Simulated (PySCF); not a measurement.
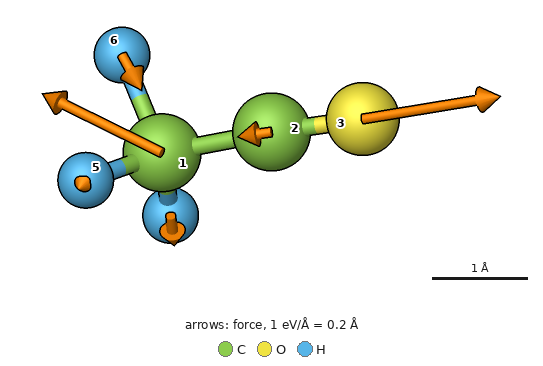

Starting geometry of C₂H₃O (charge +1) with the computed forces as orange arrows. A ball-and-stick model, seen at a tilt.

The start comes from GFN2-xTB. Its atoms were then displaced at random by about 0.03 Å.

The calculation used PBE0-D3(BJ)/def2-SVP geometry optimisation, gas phase (PySCF). 

Q: What follows when this structure is relaxed?

A: It isn't relaxed: the largest force vector, on the O atom, is 8.15 eV/Å. The final displacements follow the starting forces only in part (cosine between the two patterns 0.80). After 5 geometry steps the energy has fallen by 0.787 eV. The largest move after the best rigid fit is that of a C atom, 0.11 Å. Largest moves by element: C 0.11 Å, O 0.09 Å, H 0.09 Å. Among the contacts that change: C–C 1.298 → 1.420 Å, C–H 1.213 → 1.106 Å, C–H 1.047 → 1.106 Å, C–O 1.070 → 1.116 Å. Among the angles between lasting bonds that change: H–C–H 102.3° → 110.5°, C–C–H 116.5° → 108.5°, H–C–H 104.8° → 110.5°.
